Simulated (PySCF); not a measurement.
# [AlH4]− (SMILES [AlH4-]) at QCISD(T)/STO-3G

Aim: the energy change on altering one bond length of [AlH4]− at QCISD(T)/STO-3G, from 2 runs. The job is set up through a Python script.

The calculation is run with PySCF 2.14.0.

11 further runs of the same task are left out: 11 set aside as unsound or not needed.

## (1) The structure to begin with

[AlH4]−: 5 atoms, total charge -1, spin state singlet. As SMILES, `[AlH4-]`. Geometry: a GFN2-xTB relaxation, a rough one for these elements and not checked as a minimum.

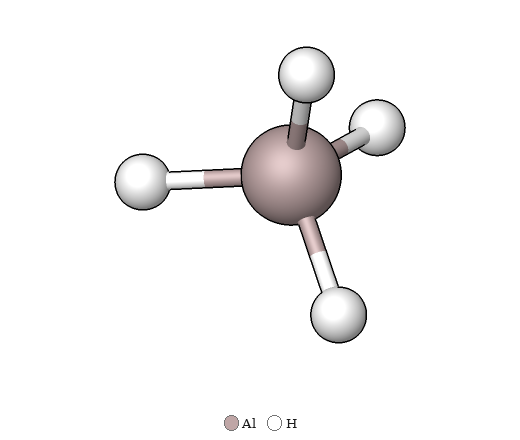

Viewed from a chosen angle; aluminium light grey, hydrogen white.

## (2) A single-point energy at QCISD(T)/STO-3G

File job.py:

```python
from pyscf import gto, cc

mol = gto.M(
    atom='''
Al  -0.000020   0.000060  -0.001080
H    1.443510  -0.504270   0.556410
H   -1.182970  -0.604500   0.939130
H   -0.203840  -0.517130  -1.530710
H   -0.056670   1.625850   0.036250
''',
    max_memory=1860,
    spin=0,
    charge=-1,
    basis='sto-3g',
    verbose=3,
)

myscf = mol.RHF()
myscf.conv_tol = 1e-10
myscf.kernel()
if not myscf.converged:
    myscf = myscf.newton().run(myscf.mo_coeff, myscf.mo_occ)

mycc = cc.QCISD(myscf, frozen=5)
mycc.kernel()
e_t = mycc.qcisd_t()
e_final = mycc.e_tot + e_t
print('E = %.10f Eh' % e_final)
```

Launch:

```sh
$ OMP_NUM_THREADS=1 python job.py
```

The log of the run:

```text
converged SCF energy = -241.147237562435
E(QCISD) = -241.207160682279  E_corr = -0.05992311984387382
QCISD(T) correction = -0.000262092928849969
E = -241.2074227752 Eh
```

Run time: 0.85 s. Hardware: 1 thread of Arm Neoverse V1, shared host; peak memory 0.12 GiB.

## (3) The distorted shape

File run.py:

```python
from pyscf import gto, scf, cc

system = gto.M(
    atom='''
Al    -4.910143     1.715571    -1.898319
H      2.727839    -0.952932     1.051463
H     -7.145595     0.573118    -0.121579
H     -5.295307     0.738223    -4.788900
H     -5.017196     4.787869    -1.827775
''',
    unit='bohr',
    verbose=3,
    charge=-1,
    max_memory=1860,
    basis='sto-3g',
)

mf = scf.RHF(system)
mf.conv_tol = 1e-10
mf.kernel()
if not mf.converged:
    mf = mf.newton().run(mf.mo_coeff, mf.mo_occ)

mycc = cc.QCISD(mf, frozen=5)
mycc.kernel()
e_t = mycc.qcisd_t()
energy = mycc.e_tot + e_t
print('E(%s) = %.9f' % ('QCISD(T)', energy))
```

Launch:

```sh
$ OMP_NUM_THREADS=1 python run.py
```

The log of the run:

```text
converged SCF energy = -240.85029919262
E(QCISD) = -240.9014780968319  E_corr = -0.05117890421191532
QCISD(T) correction = -0.000855273940849167
E(QCISD(T)) = -240.902333371
```

Wall time 0.81 s (1 thread of Arm Neoverse V1, shared host); peak memory 0.1 GiB.

## (4) Results

At QCISD(T)/STO-3G, 5 core orbitals frozen:

| quantity | value |
| --- | --- |
| first shape: total energy | -241.20742 Eh |
| first shape: HOMO energy (Hartree–Fock orbitals) | -1.39 eV |
| first shape: LUMO energy (Hartree–Fock orbitals) | 22.04 eV |
| first shape: HOMO–LUMO gap (to an unbound level, set by the basis) | 23.42 eV |
| first shape: correlation energy (5 core orbitals frozen) | -60.2 mEh |
| first shape: (T) correction | -0.26 mEh |
| first shape: T1 diagnostic | 0.009 |
| distorted shape: total energy | -240.90233 Eh |
| distorted shape: HOMO energy (Hartree–Fock orbitals) | 6.28 eV |
| distorted shape: LUMO energy (Hartree–Fock orbitals) | 10.00 eV |
| distorted shape: HOMO–LUMO gap (to an unbound level, set by the basis) | 3.72 eV |
| distorted shape: correlation energy (5 core orbitals frozen) | -52.0 mEh |
| distorted shape: (T) correction | -0.86 mEh |
| distorted shape: T1 diagnostic | 0.115 |
| energy change with the Al1–H2 bond stretched from 1.628 to 4.557 Å | 8.302 eV |

With the Al1–H2 bond stretched from 1.628 to 4.557 Å the energy rises by 8.30 eV (801 kJ/mol). The first shape isn't relaxed at this level, so the change isn't measured from a minimum. The minimal basis adds a large error of its own. The triples (first shape) make up 0.4 % of the correlation energy. The T1 diagnostic (distorted shape) of 0.115 is above the customary mark for such species, so a single reference may not serve. Mulliken charges (distorted shape) of the mean-field density run from -0.84 on H2 to +0.80 on Al1. The triples (distorted shape) make up 1.6 % of the correlation energy. The HOMO (distorted shape) lies at positive energy, 6.28 eV: the electron is unbound at this level or held by a compact basis; values depend on the basis.
